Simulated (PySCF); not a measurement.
C₅H₁₆O₂Si₃

The calculation's input:

```
{"job": {"xc": "PBE0", "basis": "6-31G*", "kind": "nmr", "pop": true}, "charge": 0, "multiplicity": 1}
C      2.360178     1.108170    -0.419806
C      2.275608     0.348845    -1.501404
Si     1.483799    -1.360084    -1.550360
O      0.893686    -1.782395    -0.102634
Si     0.163909    -1.575249     1.329514
C     -1.077221    -2.982783     1.560618
O     -0.589049    -0.142794     1.387027
Si    -1.502090     1.080858     0.816724
C     -1.572885     1.047922    -1.080311
C     -0.723271     2.698566     1.436640
H      1.954980     0.777253     0.523123
H      2.827255     2.082924    -0.421874
H      2.695897     0.723237    -2.428364
H      0.373587    -1.379204    -2.509505
H      2.482083    -2.394109    -1.836375
H      1.215851    -1.482348     2.336304
H     -0.582376    -3.948580     1.550795
H     -1.598555    -2.887131     2.507677
H     -1.824789    -2.986872     0.771529
H     -2.831966     0.858134     1.404459
H     -0.587598     1.207474    -1.511330
H     -1.932921     0.088573    -1.440013
H     -2.233849     1.815921    -1.470600
H     -0.572967     2.676906     2.511849
H      0.242710     2.881844     0.973963
H     -1.361053     3.547540     1.210832
```

Launched as:

```sh
OMP_NUM_THREADS=1 python ens_run.py task.json out
```

Geometry: GFN2-xTB.

The calculation used PBE0/6-31G*, SCF density, gas phase, non-relativistic (PySCF 2.14.0).

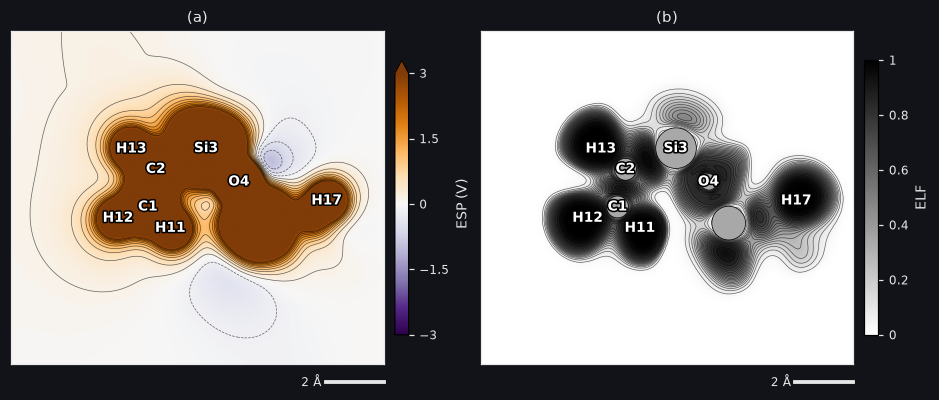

Figure 1. (a) electrostatic potential; (b) electron localisation function on the plane of atoms C2, Si3 and O4. Grey discs cover the atomic cores in the ELF map.

> Read the bonding off the picture.

- The plane passes through C, Si, O and H nuclei.
- C–C (1.32 Å): the ELF peaks at about 0.90 between the atoms; a multiple bond.
- Si–O (1.62 Å): the ELF peaks at about 0.85 between the atoms, as expected for a short, strongly polar bond.
- C–Si (1.88 Å): the ELF peaks at about 0.95 between the atoms, as expected for a covalent bond.
- C–H (1.08 Å): the ELF climbs to about 1 towards the hydrogen, as it does in any bond to H; an ordinary covalent bond to hydrogen.
- The ELF also peaks beside O4, away from the bonds: lone-pair regions.
- Outside the dense part of the molecule the potential is most negative (−1.0 V) near O4.

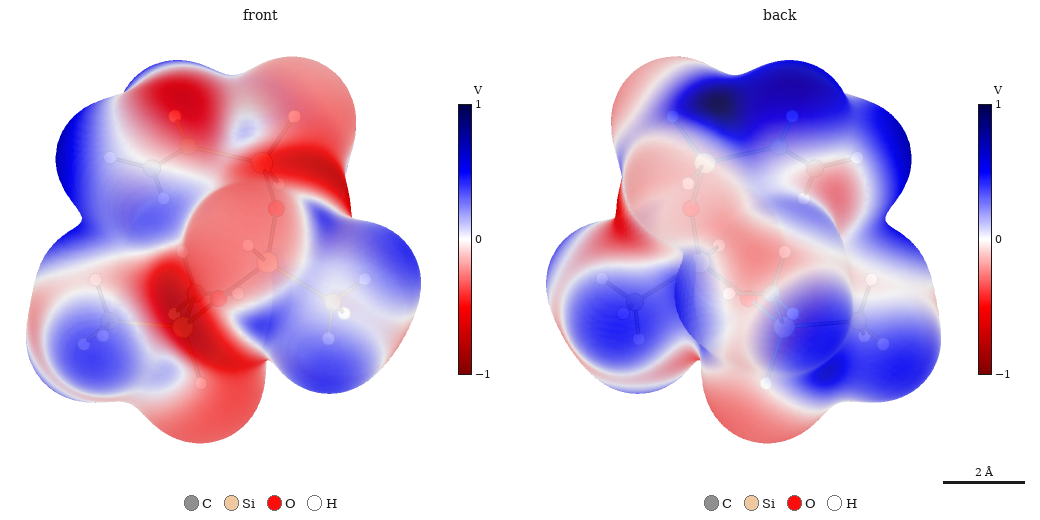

Figure 2. The electrostatic potential painted on the density surface at 0.001 e/bohr³, seen from the front and from behind; the colour scale runs from red (negative) to blue (positive).

> Where is the surface potential most negative and most positive?

The most negative region (about −0.7 V, or −16 kcal/mol for a unit charge) lies over O4 and O7, the most positive (about +0.8 V, or +18 kcal/mol for a unit charge) over Si3.
